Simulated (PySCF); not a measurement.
## A study: H₂Si, SMILES `[SiH2]`

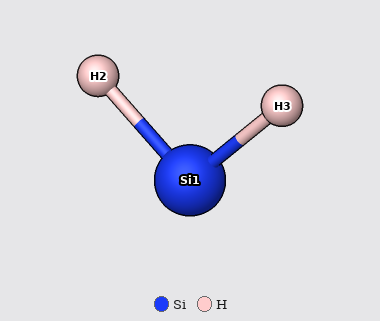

The molecule, with its atoms numbered as below. No frequency check shows the geometry to be a minimum.

Coordinates in Å:

```
Si1      0.0000    0.1230    0.0000
H2       1.1126   -0.8608    0.0000
H3      -1.1125   -0.8609    0.0000
```

## 1. Bonding charge

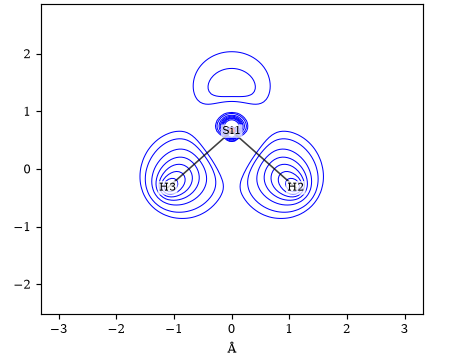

Deformation density (molecule less spherical, spin-averaged free atoms) in the molecular plane; contours at ±0.05 to ±0.8 e/Å³; solid blue lines: gain, dashed red lines: loss.

Level of theory: LDA (SVWN)/def2-SVPD (PySCF), at a geometry from GFN2-xTB. This is a single-reference result, which may miss multireference character in this system.

> How much density has each bond in this plane gained at its critical point, relative to the free atoms?

Si1–H2 and Si1–H3: +0.18 e/Å³ at the bond critical point (bond length 1.49 Å). In all, 0.7 electrons gather in the regions of gain relative to the promolecule.

> Where do the Hirshfeld charges lie?

The highest Hirshfeld charge is on Si1 (+0.19 e), the lowest on H2 and H3 (−0.10 e).

```tsv
atom	charge (e)
Si1	+0.19
H2	−0.10
H3	−0.10
```

## 2. Local ionisation energy

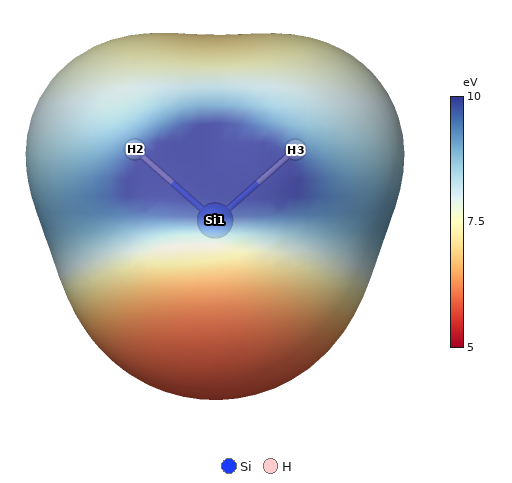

Average local ionisation energy on the surface of electron density 0.001 a.u.

> Where are the most loosely bound electrons on this surface?

The lowest value is 5.8 eV, 2.5 Å from Si1. Further minima include 7.0 eV, near H2 (1.89 Å) and H3 (1.99 Å), over Si1 (2.6 Å). For comparison, the highest occupied orbital lies at −5.6 eV.

## 3. Removing or adding an electron

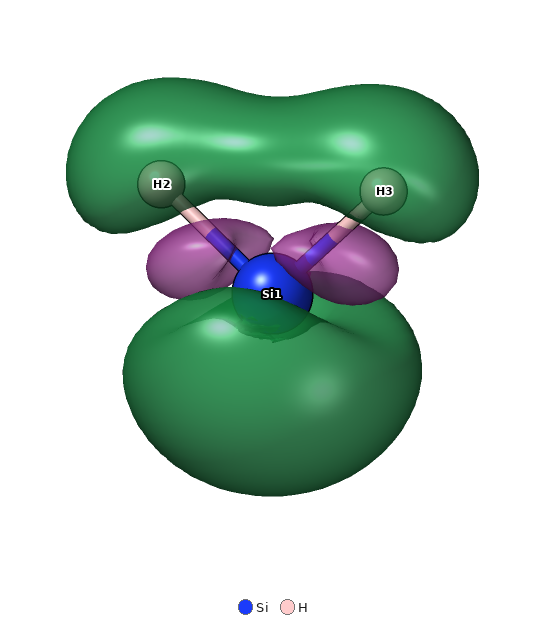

Fukui function f⁻ = ρ(N) − ρ(N−1) at fixed geometry, surfaces at ±0.02 e/Å³ (green positive, purple negative).

Level of theory: B3LYP/aug-cc-pVDZ (PySCF), at a geometry from GFN2-xTB.

> On which atoms does the density change most on removal of an electron?

f⁻ (Hirshfeld-condensed) is largest on Si1 (0.70); the vertical ionisation energy is 9.26 eV. Condensed values hint at sites of electrophilic attack but needn't mark the atom that reacts. Orbital relaxation makes it negative in places (0.06 e in all).

```json
{"atom": "Si1", "f⁻": "+0.70", "charge": "+0.23"}
{"atom": "H2", "f⁻": "+0.15", "charge": "−0.11"}
{"atom": "H3", "f⁻": "+0.15", "charge": "−0.11"}
```

## 4. Stretching a bond

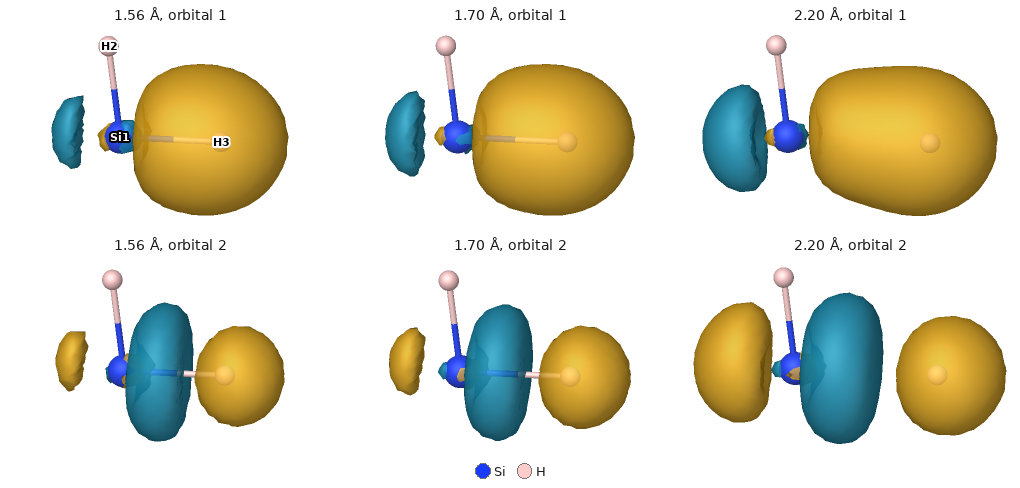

Rigid stretch of the Si1–H3 bond. The two CASSCF(2,2) natural orbitals nearest half filling (orbital 1 the more occupied).

Method: def2-SVP basis; geometry: GFN2-xTB; program: PySCF.

> How do the occupations change along the stretch?

1.56 Å: 1.98 and 0.02; 1.70 Å: 1.97 and 0.03; 2.20 Å: 1.89 and 0.11. At the longest distance computed (3.98 Å) they are 1.20 and 0.80, and the effective number of unpaired electrons is 1.8.

UHF already breaks spin symmetry near equilibrium here (⟨S²⟩ = 0.43 at 1.56 Å), for reasons apart from this bond.

> How much energy does the stretch cost?

By CASSCF, 2.9 eV from the lowest point of the scan (1.56 Å) to 3.98 Å; RHF gives 5.7 eV from its own lowest point. The fragments aren't relaxed and dynamic correlation is missing, so this isn't a bond dissociation energy.
